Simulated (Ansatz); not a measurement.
## NbInO4 (P2/c): spin-orbit coupling beyond the local functionals

Aim: the spin-orbit change of the gap of NbInO4 (P2/c).

Calculated with Ansatz 0.2.0; density functionals with and without spin-orbit coupling, plane waves, PAW.

**Experimental background.**

- Gap 4.7 eV: direct gap from Elliott-Toyozawa fit; diffuse reflectance; 300 K; powder (“Accurate Determination of the Band-Gap Energy of the Rare-Earth Niobate Series”, 2024, arxiv:2401.13477).

This is a report of a sequence of runs, with most program output left out.

## 1. The structure

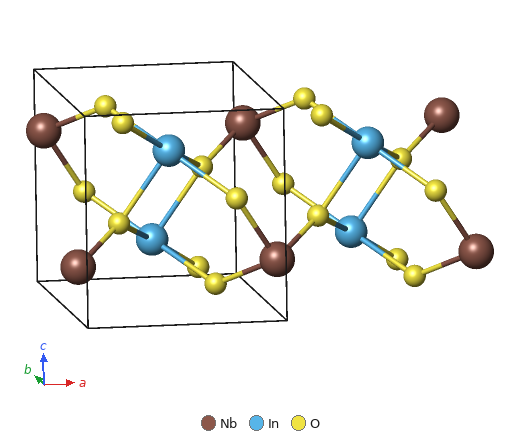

Start, viewed slightly off an axis; niobium brown, indium blue, oxygen yellow. 2×1×1 cells are drawn. Some periodic images of atoms are drawn too.

The cell and positions come from the Crystallography Open Database and are kept as given unless a step says otherwise. The default PAW set here is soft_2. Its files were made with PBE.

## 2. HSE06, 4×2×2 mesh

This step: DFT, HSE06, plane waves, PAW.

input.yaml

```yaml
crystal:
  lattice:
    - [4.8355, 0.0, 0.0]
    - [0.0, 5.7709, 0.0]
    - [-0.1014445258, 0.0, 5.1429996119]
  atoms:
    - { symbol: Nb, position: [0.0, 0.1779, 0.25] }
    - { symbol: Nb, position: [0.0, 0.8221, 0.75] }
    - { symbol: In, position: [0.5, 0.6825, 0.25] }
    - { symbol: In, position: [0.5, 0.3175, 0.75] }
    - { symbol: O, position: [0.26, 0.618, 0.901] }
    - { symbol: O, position: [0.74, 0.618, 0.599] }
    - { symbol: O, position: [0.74, 0.382, 0.099] }
    - { symbol: O, position: [0.26, 0.382, 0.401] }
    - { symbol: O, position: [0.217, 0.898, 0.438] }
    - { symbol: O, position: [0.783, 0.898, 0.062] }
    - { symbol: O, position: [0.783, 0.102, 0.562] }
    - { symbol: O, position: [0.217, 0.102, 0.938] }
kpoints:
  mp_grid: { grid: [4, 2, 2] }
  band_path:
    path:
      - [0.0, 0.0, 0.0]
      - [0.0, 0.5, 0.0]
      - [0.0, 0.5, 0.5]
      - [0.0, 0.0, 0.5]
      - [-0.5, 0.0, 0.5]
      - [-0.5, 0.5, 0.5]
      - [-0.5, 0.5, 0.0]
      - [-0.5, 0.0, 0.0]
      - [0.3333333333, 0.0, -0.25]
      - [0.1666666667, 0.0, -0.5]
    npoints: 1
hamiltonian:
  xc: hse06
scf:
  occupations: { method: fixed }
  n_extra_bands: 8
output:
  eigenvalues: true
```

Launch:

```
$ ansatz run input.yaml --threads 24 --pin off --max-ram 82944MiB --backend cuda --events-out ev --progress --plain --runs-dir out --devices 1 --max-vram 78GiB
```

Elapsed: 6 s, on 1 × NVIDIA GB200 (shared by 2 runs) with 24 threads of Arm Neoverse V2, shared host; peak memory 1.6 GiB.

This step gave:

```
gap                     : 4.840 eV
valence top at          : k = (0.333, 0.000, -0.250)
conduction bottom at    : k = (0.167, 0.000, -0.500)
least direct gap        : 4.999 eV
exact-exchange fraction : 0.25
```

The gap is indirect, with the least direct gap 0.16 eV higher.

## 3. HSE06+SOC, 4×2×2 mesh

Spin-orbit coupling can split or shift the edges; a non-collinear run measures by how much.

This step: DFT, HSE06 with spin-orbit coupling, plane waves, PAW.

input.yaml, as its differences from that of step 2:

```diff
@@ -37,3 +37,6 @@
   occupations: { method: fixed }
-  n_extra_bands: 8
+  n_extra_bands: 16
+magnetization:
+  noncollinear: true
+  spin_orbit: true
 output:
```

It took 19 s on 1 × NVIDIA GB200 (shared by 2 runs) with 24 threads; peak memory 2.7 GiB.

Numbers from this step:

- gap: 4.839 eV
- valence top at: k = (0.333, 0.000, -0.250)
- conduction bottom at: k = (0.167, 0.000, -0.500)
- least direct gap: 4.997 eV
- exact-exchange fraction: 0.25

The gap is that of HSE06.

## 4. Together

Times are wall times on 1 × NVIDIA GB200 (shared by 2 runs) with 24 threads of Arm Neoverse V2, shared host, good to a factor of about two.

```tsv
level	gap (eV)	with coupling (eV)	change (eV)	time	with coupling
HSE06	4.84	4.84	−0.001	6 s	19 s
```

## 5. Outcome

| Item | Value |
| --- | --- |
| HSE06 | 4.84 eV |
| HSE06+SOC | 4.84 eV |

Spin-orbit coupling changes the gap by −0.001 eV and the least direct gap by −0.001 eV. Against experiment, by HSE06+SOC: the direct gap of 5.00 eV lies +0.30 eV from the measured 4.7 eV (electronic, 300 K, 2024). The lattice is static and excitons are left out.

[Paths, hosts, dates, memory and timing lines, banners, echoed tables and standing remarks are left out of the program output.]

[Logs are printed without paths, hosts, clocks, repeated set-up lines and the standing remarks that a program may print on its own settings, such as how far it seeks lower states.]

[Runs of the session that timed out or met a known fault of the program may be left out.]

[Cells called generated may have been cut or substituted from an entry of the Crystallography Open Database or the Materials Project.]

[Hosts, paths, dates, database ids (printed as entryN), source tags and the programs' standing remarks are cut or masked in the printed files.]
